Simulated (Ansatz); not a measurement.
**Geometry relaxation, with input and output: CH₃OSi**

System: CH₃OSi, multiplicity 2, SMILES O=[C][SiH3].
Method: UKS PBE0-D4/def2-TZVP (Ansatz 0.2.0).

Figures and captions count atoms from 1; the log counts them from 0 in places.

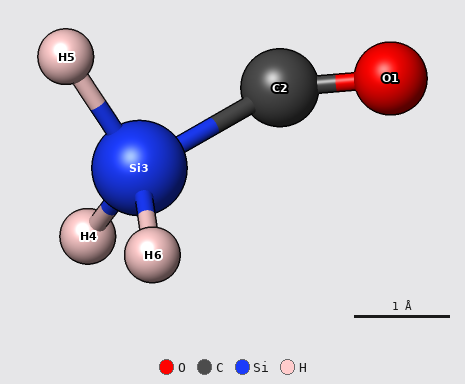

Fig. 1: The structure as given in the input (ball-and-stick view, seen at a tilt; atoms are numbered from 1 in the order of the input).

Summary

```json
{"quantity": "outcome", "value": "converged"}
{"quantity": "total energy", "value": "−11003.2432 eV"}
{"quantity": "mean-field energy", "value": "−11003.1725 eV"}
{"quantity": "dispersion energy", "value": "−0.0706 eV"}
{"quantity": "⟨S²⟩", "value": "0.754"}
{"quantity": "SCF solution under orbital rotations", "value": "stable"}
{"quantity": "largest force (length of the vector) at the end", "value": "0.001 eV/Å"}
{"quantity": "dipole moment", "value": "1.79 D"}
{"quantity": "hardware", "value": "2 threads of Intel Xeon, 11 GiB of memory available, shared host"}
{"quantity": "wall time", "value": "11 s (CPU time 19 s)"}
{"quantity": "peak memory", "value": "0.24 GiB"}
```

Input file
```yaml
crystal:
  periodic: [false, false, false]
  atoms:
    - {symbol: O, position_ang: [1.071450, -1.764940, 1.073190]}
    - {symbol: C, position_ang: [0.675940, -1.117340, 0.176860]}
    - {symbol: Si, position_ang: [-0.281040, 0.456040, -0.185810]}
    - {symbol: H, position_ang: [-1.365180, -0.073110, -1.009630]}
    - {symbol: H, position_ang: [0.731800, 1.198340, -0.932220]}
    - {symbol: H, position_ang: [-0.832980, 1.301010, 0.877600]}
basis:
  gaussian: {orbitals: def2-TZVP}
magnetization: {spin_polarized: true, initial_magnetization: 1}
hamiltonian: {xc: pbe0, dispersion: d4}
relax: {f_tol: 0.005, max_steps: 200}
```

Launched with:
```bash
ansatz run in.yaml --threads 2 --pin off --events-out ev --progress --plain --max-ram 4352MiB
```

The program's output
```
Functional definition: PBE0
  name "PBE0"
  cite "Adamo & Barone, J. Chem. Phys. 110, 6158 (1999) doi:10.1063/1.478522"
  cite "Perdew, Burke & Ernzerhof, Phys. Rev. Lett. 77, 3865 (1996) doi:10.1103/PhysRevLett.77.3865"
  parent pbe
  parameter a = 0.25
  parameter kappa = 0.804
  parameter beta = 0.06672455060314922
  exchange = (1 - a)*pbe_x(kappa = kappa, mu = beta*pi^2/3) + a*exact_x
  correlation = pbe_c(beta = beta)
731 factors; their error is unknown
mean field evaluation 1: about -11001.0699 eV, gradient 2.4e1 eV
mean field evaluation 2: about -10997.1383 eV, gradient 4.1e1 eV
mean field evaluation 4: about -11003.0710 eV, gradient 1.7e0 eV
mean field evaluation 8: about -11003.0871 eV, gradient 2.9e-2 eV
mean field evaluation 16: about -11003.1304 eV, gradient 7.9e-5 eV
mean field -11003.13043802 eV, -404.3575854075 hartree, gradient 4.7e-5 eV, S^2 0.754339; 2 other end points of the search recorded, 0 dependent functions left out
the calculation of the forces begins
reference -11003.13046582 eV, -404.3575864291 hartree; 16, 15 occupied and 101, 102 virtual orbitals, 731 factors
relax step   1: F+E_penalty+E_count = -11003.20117634 eV  Δ(F+E_penalty+E_count) = +0.000e0 eV  max|allowed force component| = 6.883e-1 eV/Å  Δτ_max = 0.0000 Å  (45 SCF iters, accepted)
these checks for a lower state are left out or cut short: starts, cluster_reference, orbital_swaps, neighbouring_geometries, increment
731 factors; their error is unknown
mean field evaluation 32: about -11003.1628 eV, gradient 2.6e-5 eV
mean field -11003.16282650 eV, -404.3587756623 hartree, gradient 2.6e-5 eV, S^2 0.754367; 0 other end points of the search recorded, 0 dependent functions left out
the calculation of the forces begins
reference -11003.16285435 eV, -404.3587766856 hartree; 16, 15 occupied and 101, 102 virtual orbitals, 731 factors
relax step   2: F+E_penalty+E_count = -11003.23335401 eV  Δ(F+E_penalty+E_count) = -3.218e-2 eV  max|allowed force component| = 2.896e-1 eV/Å  Δτ_max = 0.0557 Å  (37 SCF iters, accepted)
these checks for a lower state are left out or cut short: starts, cluster_reference, orbital_swaps, neighbouring_geometries, increment
731 factors; their error is unknown
mean field -11003.16763254 eV, -404.3589522808 hartree, gradient 1.6e-5 eV, S^2 0.754406; 0 other end points of the search recorded, 0 dependent functions left out
the calculation of the forces begins
reference -11003.16766044 eV, -404.3589533061 hartree; 16, 15 occupied and 101, 102 virtual orbitals, 731 factors
relax step   3: F+E_penalty+E_count = -11003.23812155 eV  Δ(F+E_penalty+E_count) = -4.768e-3 eV  max|allowed force component| = 1.383e-1 eV/Å  Δτ_max = 0.0166 Å  (40 SCF iters, accepted)
these checks for a lower state are left out or cut short: starts, cluster_reference, orbital_swaps, neighbouring_geometries, increment
731 factors; their error is unknown
mean field -11003.17064062 eV, -404.3590628257 hartree, gradient 2.1e-5 eV, S^2 0.754511; 0 other end points of the search recorded, 0 dependent functions left out
the calculation of the forces begins
reference -11003.17066848 eV, -404.3590638497 hartree; 16, 15 occupied and 101, 102 virtual orbitals, 731 factors
relax step   4: F+E_penalty+E_count = -11003.24125565 eV  Δ(F+E_penalty+E_count) = -3.134e-3 eV  max|allowed force component| = 1.295e-1 eV/Å  Δτ_max = 0.0322 Å  (37 SCF iters, accepted)
these checks for a lower state are left out or cut short: starts, cluster_reference, orbital_swaps, neighbouring_geometries, increment
731 factors; their error is unknown
mean field -11003.17239468 eV, -404.3591272862 hartree, gradient 2.6e-5 eV, S^2 0.754495; 0 other end points of the search recorded, 0 dependent functions left out
the calculation of the forces begins
reference -11003.17242255 eV, -404.3591283106 hartree; 16, 15 occupied and 101, 102 virtual orbitals, 731 factors
relax step   5: F+E_penalty+E_count = -11003.24296946 eV  Δ(F+E_penalty+E_count) = -1.714e-3 eV  max|allowed force component| = 4.298e-2 eV/Å  Δτ_max = 0.0238 Å  (36 SCF iters, accepted)
these checks for a lower state are left out or cut short: starts, cluster_reference, orbital_swaps, neighbouring_geometries, increment
731 factors; their error is unknown
mean field -11003.17249115 eV, -404.3591308316 hartree, gradient 2.4e-5 eV, S^2 0.754476; 0 other end points of the search recorded, 0 dependent functions left out
the calculation of the forces begins
reference -11003.17251901 eV, -404.3591318554 hartree; 16, 15 occupied and 101, 102 virtual orbitals, 731 factors
relax step   6: F+E_penalty+E_count = -11003.24310552 eV  Δ(F+E_penalty+E_count) = -1.361e-4 eV  max|allowed force component| = 1.414e-2 eV/Å  Δτ_max = 0.0099 Å  (37 SCF iters, accepted)
these checks for a lower state are left out or cut short: starts, cluster_reference, orbital_swaps, neighbouring_geometries, increment
731 factors; their error is unknown
mean field evaluation 64: about -11003.1725 eV, gradient 1.5e-4 eV
mean field -11003.17249912 eV, -404.3591311246 hartree, gradient 1.0e-5 eV, S^2 0.754473; 0 other end points of the search recorded, 0 dependent functions left out
the calculation of the forces begins
reference -11003.17252698 eV, -404.3591321481 hartree; 16, 15 occupied and 101, 102 virtual orbitals, 731 factors
relax step   7: F+E_penalty+E_count = -11003.24311931 eV  Δ(F+E_penalty+E_count) = -1.379e-5 eV  max|allowed force component| = 9.000e-3 eV/Å  Δτ_max = 0.0021 Å  (33 SCF iters, accepted)
these checks for a lower state are left out or cut short: starts, cluster_reference, orbital_swaps, neighbouring_geometries, increment
731 factors; their error is unknown
mean field -11003.17250090 eV, -404.3591311898 hartree, gradient 2.1e-5 eV, S^2 0.754473; 0 other end points of the search recorded, 0 dependent functions left out
the calculation of the forces begins
reference -11003.17252875 eV, -404.3591322134 hartree; 16, 15 occupied and 101, 102 virtual orbitals, 731 factors
relax step   8: F+E_penalty+E_count = -11003.24312269 eV  Δ(F+E_penalty+E_count) = -3.382e-6 eV  max|allowed force component| = 1.003e-3 eV/Å  Δτ_max = 0.0007 Å  (29 SCF iters, accepted)
731 factors; their error is unknown
mean field evaluation 96: about -11002.4419 eV, gradient 4.8e0 eV
```

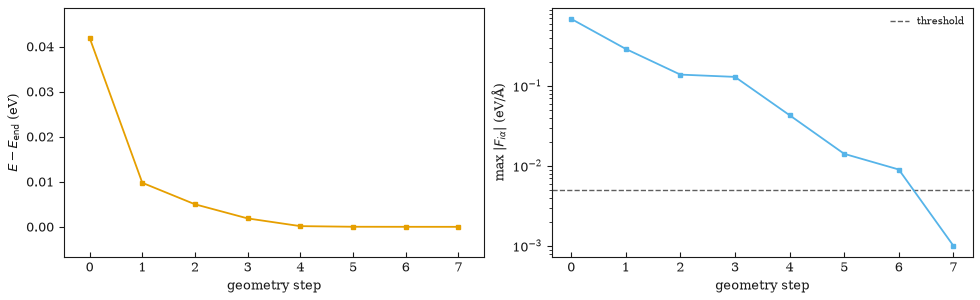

Fig. 2: Progress of the relaxation, step by step (the first geometry is step 0 here and step 1 in the log).

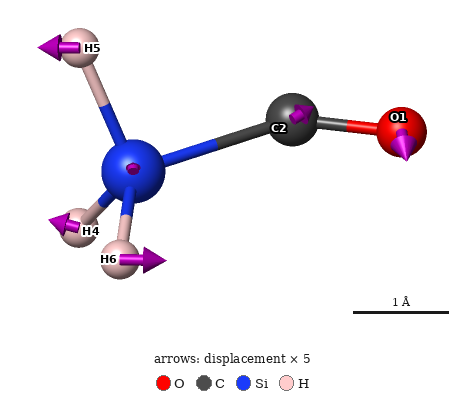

Fig. 3: The starting structure with the displacements as pink arrows, magnified 5 times (ball-and-stick view, seen at a tilt). The two geometries are laid on each other by the best rigid fit. H6 moves most after the best rigid fit: 0.099 Å. Largest moves by element: H 0.099 Å, O 0.082 Å, C 0.057 Å, Si 0.024 Å. Among the contacts that change: C2–Si3 1.877 → 1.923 Å, Si3–H6 1.466 → 1.491 Å, Si3–H4 1.461 → 1.481 Å, O1–C2 1.174 → 1.170 Å. Among the angles that change: O1–C2–Si3 141.4° → 136.0°, C2–Si3–H6 122.3° → 118.0°, H4–Si3–H5 114.2° → 110.5°. After 7 geometry steps the energy has fallen by 0.042 eV. The largest force component goes from 0.69 to 0.001 eV/Å. (Atoms are counted from 1 in the order of the input.)

```
mean field -11003.17250090 eV, -404.3591311898 hartree, gradient 2.1e-5 eV, S^2 0.754473; 3 other end points of the search recorded, 0 dependent functions left out
the calculation of the forces begins
reference -11003.17252875 eV, -404.3591322134 hartree; 16, 15 occupied and 101, 102 virtual orbitals, 731 factors
Total energy: -11003.24315054 eV, -404.3617275164 hartree
Atom 0 at     1.035411    -1.739211     1.143093 Å, force     0.001003    -0.000119     0.000773 eV/Å
Atom 1 at     0.712327    -1.161101     0.179063 Å, force    -0.000719    -0.000407    -0.000685 eV/Å
Atom 2 at    -0.268935     0.447022    -0.205102 Å, force    -0.000124    -0.000075    -0.000338 eV/Å
Atom 3 at    -1.377439    -0.032760    -1.062746 Å, force    -0.000224     0.000078    -0.000439 eV/Å
Atom 4 at     0.692884     1.247458    -0.997935 Å, force     0.000667     0.000029    -0.000278 eV/Å
Atom 5 at    -0.794258     1.238592     0.943617 Å, force    -0.000603     0.000495     0.000966 eV/Å
Dipole moment:    -0.178650     0.297112    -0.137641 e Å
```

Trajectory as extended XYZ (Å, eV, eV/Å), 8 frames, from step=1 to step=8
```
6
Properties=species:S:1:pos:R:3:forces:R:3 step=1 energy=-11003.20118
O     1.0715   -1.7649    1.0732   -0.1843   0.2897  -0.3820
C     0.6759   -1.1173    0.1769    0.4149  -0.6883   0.5860
Si   -0.2810    0.4560   -0.1858    0.0306  -0.0533   0.0235
H    -1.3652   -0.0731   -1.0096   -0.2735  -0.0364  -0.3243
H     0.7318    1.1983   -0.9322    0.1717   0.2499  -0.3170
H    -0.8330    1.3010    0.8776   -0.1593   0.2385   0.4137
6
Properties=species:S:1:pos:R:3:forces:R:3 step=2 energy=-11003.23335
O     1.0718   -1.7735    1.1006   -0.0693   0.1014  -0.0112
C     0.6870   -1.1351    0.1991    0.1824  -0.2896   0.0205
Si   -0.2743    0.4479   -0.1871   -0.0629   0.1186  -0.0183
H    -1.3679   -0.0437   -1.0486   -0.0662  -0.0344  -0.0561
H     0.7060    1.2214   -0.9759    0.0554   0.0450  -0.0518
H    -0.8227    1.2831    0.9119   -0.0395   0.0589   0.1168
6
Properties=species:S:1:pos:R:3:forces:R:3 step=3 energy=-11003.23812
O     1.0648   -1.7703    1.1112   -0.0383   0.0536   0.0588
C     0.6943   -1.1425    0.1976    0.0906  -0.1383  -0.0910
Si   -0.2736    0.4498   -0.1922   -0.0589   0.1008   0.0242
H    -1.3721   -0.0433   -1.0565    0.0100   0.0041   0.0131
H     0.7052    1.2299   -0.9866   -0.0132  -0.0070   0.0126
H    -0.8185    1.2764    0.9265    0.0098  -0.0132  -0.0177
6
Properties=species:S:1:pos:R:3:forces:R:3 step=4 energy=-11003.24126
O     1.0423   -1.7522    1.1254    0.0069  -0.0027  -0.0274
C     0.7110   -1.1543    0.1765    0.0328  -0.0770   0.1045
Si   -0.2693    0.4467   -0.1927   -0.0689   0.1295  -0.0702
H    -1.3722   -0.0440   -1.0533    0.0085   0.0131   0.0055
H     0.7003    1.2363   -0.9892   -0.0214   0.0033   0.0072
H    -0.8120    1.2674    0.9332    0.0420  -0.0661  -0.0197
6
Properties=species:S:1:pos:R:3:forces:R:3 step=5 energy=-11003.24297
O     1.0372   -1.7471    1.1391   -0.0171   0.0339  -0.0430
C     0.7137   -1.1608    0.1798    0.0040  -0.0101   0.0421
Si   -0.2691    0.4487   -0.2026    0.0007  -0.0031   0.0118
H    -1.3759   -0.0369   -1.0598    0.0041   0.0049   0.0009
H     0.6935    1.2475   -0.9966   -0.0034  -0.0045   0.0005
H    -0.7994    1.2485    0.9402    0.0117  -0.0211  -0.0122
6
Properties=species:S:1:pos:R:3:forces:R:3 step=6 energy=-11003.24311
O     1.0347   -1.7412    1.1420    0.0045  -0.0046   0.0130
C     0.7132   -1.1601    0.1794   -0.0079   0.0093  -0.0141
Si   -0.2690    0.4481   -0.2045    0.0037  -0.0083   0.0022
H    -1.3766   -0.0342   -1.0622    0.0000   0.0030   0.0019
H     0.6930    1.2472   -0.9987   -0.0023   0.0023   0.0032
H    -0.7953    1.2403    0.9439    0.0022  -0.0016  -0.0062
6
Properties=species:S:1:pos:R:3:forces:R:3 step=7 energy=-11003.24312
O     1.0349   -1.7397    1.1432    0.0033  -0.0037   0.0078
C     0.7128   -1.1611    0.1792   -0.0035   0.0038  -0.0090
Si   -0.2687    0.4469   -0.2052   -0.0011   0.0023   0.0007
H    -1.3775   -0.0329   -1.0626    0.0011  -0.0006  -0.0005
H     0.6925    1.2481   -0.9980    0.0011  -0.0018  -0.0009
H    -0.7940    1.2387    0.9433   -0.0010  -0.0001   0.0018
6
Properties=species:S:1:pos:R:3:forces:R:3 step=8 energy=-11003.24312
O     1.0354   -1.7392    1.1431    0.0010  -0.0001   0.0008
C     0.7123   -1.1611    0.1791   -0.0007  -0.0004  -0.0007
Si   -0.2689    0.4470   -0.2051   -0.0001  -0.0001  -0.0003
H    -1.3774   -0.0328   -1.0627   -0.0002   0.0001  -0.0004
H     0.6929    1.2475   -0.9979    0.0007   0.0000  -0.0003
H    -0.7943    1.2386    0.9436   -0.0006   0.0005   0.0010
```

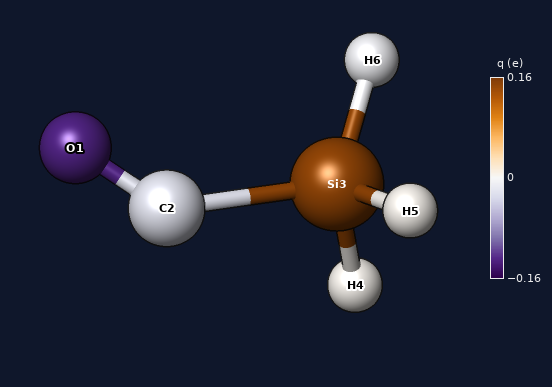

Fig. 4: Mulliken charges, as the colour of each atom (ball-and-stick view, seen at a tilt; atoms are numbered from 1 in the order of the input). By element: O −0.13, C −0.02, Si +0.15 and H −0.01 to 0.00 e.
